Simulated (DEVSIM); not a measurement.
Structure: abrupt Ge p-n junction, at 350 K.

```tsv
layer (left to right)	material	thickness (μm)	Nd (cm⁻³)	Na (cm⁻³)	τn (s)	τp (s)
1	Ge	84.0	-	1.4e18	0.00047	0.00047
2	Ge	34.0	9e15	-	0.00047	0.00047
```

Left contact: ohmic. Right contact: ohmic. Voltage is applied to the left contact. Recombination: SRH at mid-gap, Auger. Mobility is constant in doping.

This is a model device: material constants are rounded textbook-type values typed into the input, and sizes, dopings and lifetimes were drawn at random. Values at 300 K; Nc and Nv go as T^1.5, mobilities as T to minus their exponent, the gap by Varshni's rule with the affinity fixed.

```
parameter               Ge
----------------  --------
gap (eV)             0.664
affinity (eV)            4
permittivity            16
Nc (cm⁻³)          1.04e19
Nv (cm⁻³)             6e18
μn (cm²/Vs)           3900
μp (cm²/Vs)           1900
T exponent of μn      1.66
T exponent of μp      2.33
Cn (cm⁶/s)           1e-31
Cp (cm⁶/s)           1e-31
Varshni α (eV/K)  0.000477
Varshni β (K)          235
```

DEVSIM, 1D drift-diffusion, Boltzmann statistics, complete ionisation; no tunnelling, impact ionisation, image-force lowering or self-heating.

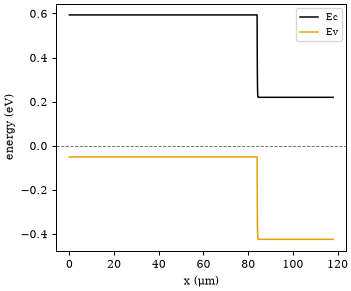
Figure. Band edges at zero bias

Energies count from the Fermi level of the right contact; mesh points crowd at the junctions.

```
x (μm)   Ec (eV)  Ev (eV)  n (cm⁻³)  p (cm⁻³)  field (V/cm)
-------  -------  -------  --------  --------  ------------
0.000      0.593   -0.051    3.7e10    1.4e18           ≈ 0
0.05765    0.593   -0.051    3.7e10    1.4e18           ≈ 0
0.2537     0.593   -0.051    3.7e10    1.4e18           ≈ 0
0.9203     0.593   -0.051    3.7e10    1.4e18           ≈ 0
4.805      0.593   -0.051    3.7e10    1.4e18           ≈ 0
16.40      0.593   -0.051    3.7e10    1.4e18           ≈ 0
51.12      0.593   -0.051    3.7e10    1.4e18           ≈ 0
77.59      0.593   -0.051    3.7e10    1.4e18           ≈ 0
82.13      0.593   -0.051    3.7e10    1.4e18           ≈ 0
83.47      0.593   -0.051    3.7e10    1.4e18           ≈ 0
83.86      0.593   -0.051    3.7e10    1.4e18           ≈ 0
83.99      0.588   -0.057    4.5e10    1.1e18        -13000
84.03      0.449   -0.196    4.5e12    1.2e16        -22000
84.18      0.263   -0.382    2.2e15    2.4e13         -6400
85.00      0.220   -0.425    9.0e15    5.8e12           ≈ 0
87.45      0.220   -0.425    9.0e15    5.8e12           ≈ 0
95.77      0.220   -0.425    9.0e15    5.8e12           ≈ 0
110.8      0.220   -0.425    9.0e15    5.8e12           ≈ 0
116.6      0.220   -0.425    9.0e15    5.8e12           ≈ 0
117.6      0.220   -0.425    9.0e15    5.8e12           ≈ 0
117.9      0.220   -0.425    9.0e15    5.8e12           ≈ 0
118.0      0.220   -0.425    9.0e15    5.8e12           ≈ 0
```
